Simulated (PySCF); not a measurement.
**La(OH)3: forces at shaken geometries**

Aim: move all atoms of relaxed La(OH)3 at random and read energies and forces. It is a constructed species; whether it can be made isn't addressed.

Program: PySCF 2.14.0. Level of theory: PBE0, La lcecp-1-SVP with ECP46, O def2-SVP, H def2-SVP; scalar-relativistic core potentials, no spin–orbit coupling. These are calculated values, not measurements.

2 further runs of the same task are left out: 1 for a known fault of the program, 1 that didn't finish.

## Step 1: The starting structure

7 atoms, charge 0, spin multiplicity 1.

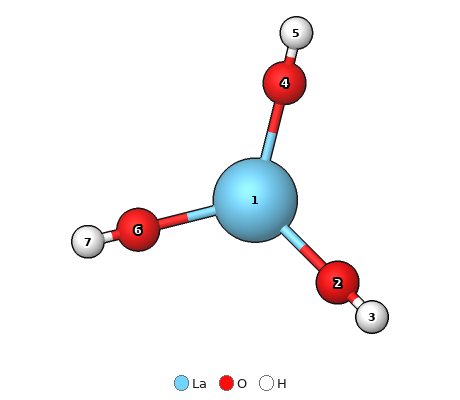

The geometry (lanthanum blue, oxygen red, hydrogen white); atoms are numbered from 1 in the order of the file.

As a file:

```tsv
atom	x (Å)	y (Å)	z (Å)
La1	0.0000	0.0000	-0.3761
O2	2.1190	0.0000	0.0672
H3	3.0188	0.0000	0.3951
O4	-1.0595	1.8351	0.0672
H5	-1.5094	2.6144	0.3951
O6	-1.0595	-1.8351	0.0672
H7	-1.5094	-2.6144	0.3951
```

Formal oxidation states: La +3. The 4f shell is empty and lies in the core potential. An earlier session relaxed this geometry at PBE0, La lcecp-1-SVP with ECP46, O def2-SVP, H def2-SVP (singlet, point group C3v).

Its energy there is -258.814403 Eh.

## Step 2: Atoms moved at random, σ = 0.15 Å

Contents of run.py (the lines that set the calculation):

```python
mol = gto.M(atom='''
La     0.29355    -0.25114    -0.29222
O      2.19065     0.27730     0.16701
H      3.21031     0.09044     0.36444
O     -1.09808     1.69445     0.17197
H     -1.49948     2.68938     0.36107
O     -1.47700    -1.82016    -0.12962
H     -1.61996    -2.68028     0.36835''',
    basis={'La': 'lcecp-1-SVP', 'O': 'def2-SVP', 'H': 'def2-SVP'},
    ecp={'La': 'lcecp-1-SVP'},
    charge=0, spin=0)
mf = dft.RKS(mol, xc='PBE0')
mf.grids.atom_grid = (50, 194)  # f atoms: unpruned, at least (60, 302)
mf = mf.density_fit()  # fitting sets: La AutoAux, O def2-universal-JKFIT, H def2-universal-JKFIT
mf.conv_tol = 1e-08; mf.max_cycle = 55
mf.kernel(dm0)  # dm0: the density of the relaxed state
```

Run with:

```bash
> OMP_NUM_THREADS=2 python run.py
```

Log:

```text
init E= -258.437462742352
  HOMO = -0.359225427673829  LUMO = -0.151978010908834  gap/eV = 5.63949
cycle= 1 E= -258.699619865985  delta_E= -0.262  |g|= 0.398  |ddm|= 1.16
  HOMO = -0.141719579958355  LUMO = -0.0647434738529675  gap/eV = 2.09463
cycle= 2 E= -258.550184344972  delta_E= 0.149  |g|= 0.931  |ddm|= 1.02
  HOMO = -0.221890475815742  LUMO = -0.0570073243577873  gap/eV = 4.48670
cycle= 3 E= -258.736446015119  delta_E= -0.186  |g|= 0.0729  |ddm|= 0.707
  HOMO = -0.219108512081757  LUMO = -0.0604698959769365  gap/eV = 4.31678
cycle= 4 E= -258.737228242256  delta_E= -0.000782  |g|= 0.0432  |ddm|= 0.082
  HOMO = -0.222320919775804  LUMO = -0.0614185165121768  gap/eV = 4.37838
cycle= 5 E= -258.737591421889  delta_E= -0.000363  |g|= 0.00781  |ddm|= 0.033
  HOMO = -0.222125430215215  LUMO = -0.0610181415449347  gap/eV = 4.38395
cycle= 6 E= -258.737607010559  delta_E= -1.56e-05  |g|= 0.00222  |ddm|= 0.00993
  HOMO = -0.222588194031355  LUMO = -0.0610244188572118  gap/eV = 4.39637
cycle= 7 E= -258.737607530772  delta_E= -5.2e-07  |g|= 0.00166  |ddm|= 0.00262
  HOMO = -0.222449763189812  LUMO = -0.0610445363950021  gap/eV = 4.39206
cycle= 8 E= -258.737608139096  delta_E= -6.08e-07  |g|= 0.000174  |ddm|= 0.00139
  HOMO = -0.222454162307753  LUMO = -0.0610445496840448  gap/eV = 4.39218
cycle= 9 E= -258.73760814692  delta_E= -7.82e-09  |g|= 4.89e-05  |ddm|= 0.00023
  HOMO = -0.222445031072574  LUMO = -0.0610468536268804  gap/eV = 4.39187
Extra cycle  E= -258.737608145723  delta_E= 1.2e-09  |g|= 9.22e-05  |ddm|= 0.000122
converged SCF energy = -258.737608145723
```

Run time: 3 s. Hardware: 2 threads of Arm Neoverse V2, shared host.

Result: E = -258.737608 Eh (+2.090 eV from the relaxed state), HOMO -6.05 eV, LUMO -1.66 eV, Mulliken charge on La1 +1.17 e, largest force component 6.805 eV/Å. The large-core potential holds the 4f shell empty.

```tsv
atom	Fx	Fy	Fz (eV/Å)
La1	-6.805	1.443	-0.046
O2	6.681	-0.740	1.277
H3	-3.471	0.954	-0.529
O4	-0.069	1.987	0.108
H5	1.897	-4.320	-0.792
O6	1.678	-0.984	1.045
H7	0.090	1.659	-1.063
```

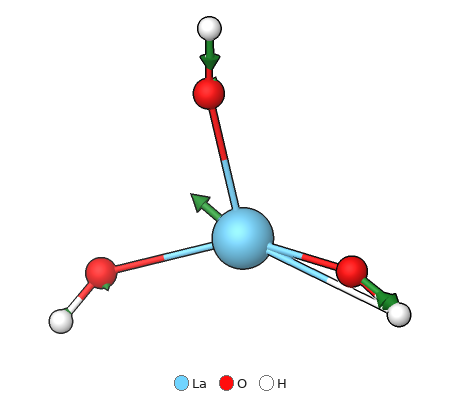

Forces as arrows, the longest for the largest force.

## Step 3: Atoms moved at random, σ = 0.03 Å

Contents of run.py (the lines that set the calculation):

```python
mol = gto.M(atom='''
La    -0.05798    -0.01950    -0.36272
O      2.14088    -0.01214     0.11302
H      3.01025    -0.03049     0.37250
O     -1.09170     1.81291     0.05729
H     -1.44567     2.65608     0.38323
O     -1.09574    -1.81794     0.06582
H     -1.46004    -2.58893     0.38186''',
    basis={'La': 'lcecp-1-SVP', 'O': 'def2-SVP', 'H': 'def2-SVP'},
    ecp={'La': 'lcecp-1-SVP'},
    charge=0, spin=0)
mf = dft.RKS(mol, xc='PBE0')
mf.grids.atom_grid = (50, 194)  # f atoms: unpruned, at least (60, 302)
mf = mf.density_fit()  # fitting sets: La AutoAux, O def2-universal-JKFIT, H def2-universal-JKFIT
mf.conv_tol = 1e-08; mf.max_cycle = 55
mf.kernel(dm0)  # dm0: the density of the relaxed state
```

Run with:

```bash
> OMP_NUM_THREADS=2 python run.py
```

Log:

```text
init E= -258.835656547713
  HOMO = -0.259417925389175  LUMO = -0.0413999627731307  gap/eV = 5.93257
cycle= 1 E= -258.804824213957  delta_E= 0.0308  |g|= 0.0595  |ddm|= 0.244
  HOMO = -0.260821421550462  LUMO = -0.0455077818900307  gap/eV = 5.85898
cycle= 2 E= -258.804013002816  delta_E= 0.000811  |g|= 0.0902  |ddm|= 0.116
  HOMO = -0.262609400560099  LUMO = -0.0460541904423941  gap/eV = 5.89277
cycle= 3 E= -258.805673528154  delta_E= -0.00166  |g|= 0.012  |ddm|= 0.0671
  HOMO = -0.262832259282288  LUMO = -0.0462578463287997  gap/eV = 5.89329
cycle= 4 E= -258.805699260188  delta_E= -2.57e-05  |g|= 0.00277  |ddm|= 0.0114
  HOMO = -0.26290762445158  LUMO = -0.046140906844542  gap/eV = 5.89852
cycle= 5 E= -258.80570043469  delta_E= -1.17e-06  |g|= 0.00176  |ddm|= 0.00337
  HOMO = -0.262825940815967  LUMO = -0.0461294967881187  gap/eV = 5.89661
cycle= 6 E= -258.805701036774  delta_E= -6.02e-07  |g|= 0.000218  |ddm|= 0.0012
  HOMO = -0.262830738450429  LUMO = -0.0461375655050595  gap/eV = 5.89652
cycle= 7 E= -258.80570104789  delta_E= -1.11e-08  |g|= 4.51e-05  |ddm|= 0.000276
  HOMO = -0.262840872225468  LUMO = -0.0461380697552904  gap/eV = 5.89678
cycle= 8 E= -258.805701047998  delta_E= -1.08e-10  |g|= 4.04e-05  |ddm|= 5.71e-05
  HOMO = -0.262823208760004  LUMO = -0.0461384162210265  gap/eV = 5.89629
Extra cycle  E= -258.805701047141  delta_E= 8.57e-10  |g|= 7.71e-05  |ddm|= 7.96e-05
converged SCF energy = -258.805701047141
```

Run time: 2.9 s. Hardware: 2 threads of Arm Neoverse V2, shared host.

It gives: E = -258.805701 Eh (+0.237 eV from the relaxed state), HOMO -7.15 eV, LUMO -1.26 eV, Mulliken charge on La1 +1.19 e, largest force component 4.289 eV/Å. The large-core potential holds the 4f shell empty.

```tsv
atom	Fx	Fy	Fz (eV/Å)
La1	1.779	0.479	0.035
O2	-4.289	0.039	-1.270
H3	3.119	-0.062	0.984
O4	-0.389	0.839	0.287
H5	0.207	-0.604	-0.223
O6	0.908	2.024	-0.915
H7	-1.335	-2.714	1.103
```

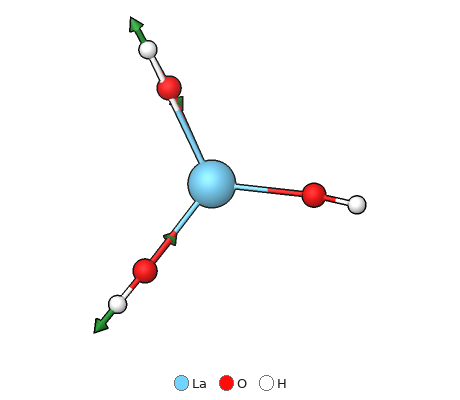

Forces as arrows, the longest for the largest force.

## Step 4: Atoms moved at random, σ = 0.03 Å

Contents of run.py (the lines that set the calculation):

```python
mol = gto.M(atom='''
La     0.04186     0.01330    -0.38234
O      2.09879    -0.04674     0.10920
H      3.02331     0.04649     0.39153
O     -1.07174     1.84086     0.07685
H     -1.51594     2.63195     0.35577
O     -1.08849    -1.84312     0.07970
H     -1.48779    -2.64273     0.38029''',
    basis={'La': 'lcecp-1-SVP', 'O': 'def2-SVP', 'H': 'def2-SVP'},
    ecp={'La': 'lcecp-1-SVP'},
    charge=0, spin=0)
mf = dft.RKS(mol, xc='PBE0')
mf.grids.atom_grid = (50, 194)  # f atoms: unpruned, at least (60, 302)
mf = mf.density_fit()  # fitting sets: La AutoAux, O def2-universal-JKFIT, H def2-universal-JKFIT
mf.conv_tol = 1e-08; mf.max_cycle = 55
mf.kernel(dm0)  # dm0: the density of the relaxed state
```

Run with:

```bash
> OMP_NUM_THREADS=2 python run.py
```

Log:

```text
init E= -258.807920425105
  HOMO = -0.26731155361814  LUMO = -0.0477535370438176  gap/eV = 5.97448
cycle= 1 E= -258.81137359755  delta_E= -0.00345  |g|= 0.0256  |ddm|= 0.214
  HOMO = -0.260215466047868  LUMO = -0.0467442241392391  gap/eV = 5.80885
cycle= 2 E= -258.811411036384  delta_E= -3.74e-05  |g|= 0.0236  |ddm|= 0.0425
  HOMO = -0.264693982474708  LUMO = -0.0464500910395387  gap/eV = 5.93872
cycle= 3 E= -258.811504490181  delta_E= -9.35e-05  |g|= 0.011  |ddm|= 0.0244
  HOMO = -0.263330551215432  LUMO = -0.046510559919394  gap/eV = 5.89997
cycle= 4 E= -258.811528402066  delta_E= -2.39e-05  |g|= 0.00153  |ddm|= 0.00805
  HOMO = -0.263480540190505  LUMO = -0.0465161636627407  gap/eV = 5.90390
cycle= 5 E= -258.811528863518  delta_E= -4.61e-07  |g|= 0.000715  |ddm|= 0.00181
  HOMO = -0.263453868715185  LUMO = -0.0465134698920942  gap/eV = 5.90325
cycle= 6 E= -258.811528958055  delta_E= -9.45e-08  |g|= 0.000205  |ddm|= 0.000588
  HOMO = -0.263459101551845  LUMO = -0.0465144277231282  gap/eV = 5.90337
cycle= 7 E= -258.811528967411  delta_E= -9.36e-09  |g|= 1.84e-05  |ddm|= 0.000207
  HOMO = -0.263452634847955  LUMO = -0.0465145296004152  gap/eV = 5.90319
Extra cycle  E= -258.811528967302  delta_E= 1.09e-10  |g|= 3.22e-05  |ddm|= 4.36e-05
converged SCF energy = -258.811528967302
```

It took 2.9 s on 2 threads of Arm Neoverse V2, shared host.

Read off: E = -258.811529 Eh (+0.078 eV from the relaxed state), HOMO -7.17 eV, LUMO -1.27 eV, Mulliken charge on La1 +1.19 e, largest force component 1.623 eV/Å. The large-core potential holds the 4f shell empty.

```tsv
atom	Fx	Fy	Fz (eV/Å)
La1	-1.623	-0.480	0.216
O2	1.465	0.164	0.301
H3	-0.649	-0.116	-0.136
O4	0.527	-0.669	-0.321
H5	-0.224	0.366	0.185
O6	0.855	1.412	-0.548
H7	-0.350	-0.678	0.302
```

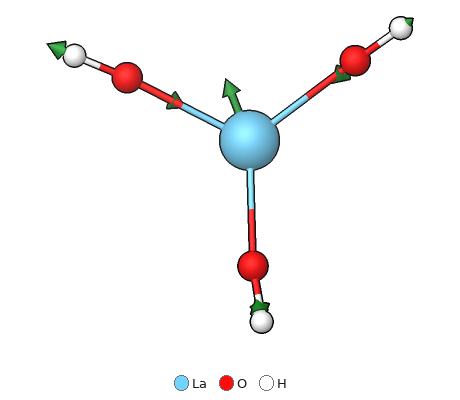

Forces as arrows, the longest for the largest force.

## Step 5: Results

| σ (Å) | energy rise (eV) | harmonic estimate −½ F·u (eV) | largest force component (eV/Å) |
| --- | --- | --- | --- |
| 0.15 | 2.090 | 2.040 | 6.81 |
| 0.03 | 0.237 | 0.238 | 4.29 |
| 0.03 | 0.078 | 0.078 | 1.62 |

Every displacement raises the energy. For a harmonic well the rise equals −½ F·u; the two differ by at most 2 % here (a move with σ = 0.15 Å), from anharmonicity, the grid and the small forces left at the relaxed point. These are double-zeta-type bases without diffuse functions. Spin–orbit coupling is left out.
